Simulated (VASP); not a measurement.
Band structure of MgI$_{2}$ (1T layered). Calculation: revPBE GGA, VASP's PBE PAW potentials (set 64) (plane waves; VASP 6.6.1).

Without a dispersion term in the relaxation, distances and binding between the weakly bound layers, chains or molecules are unreliable, and so is what depends on them. Unless said otherwise, spin-orbit coupling is left out, though it shifts the bands of the heavy elements here.

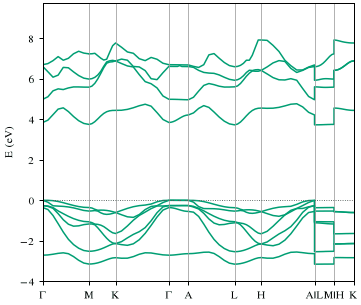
*Bands along high-symmetry lines, zero at the valence-band maximum or, without a gap, the Fermi level*

**Question.** Read the plot: is there a gap, and where are the band edges?

**Answer.** The gap is indirect, 3.73 eV, from the valence maximum at Γ to the conduction minimum at L. (Edges off the drawn lines would not show.)

The compound is MgI2 in the 1T layered structure. It was relaxed first, which changed the volume by +34 %.
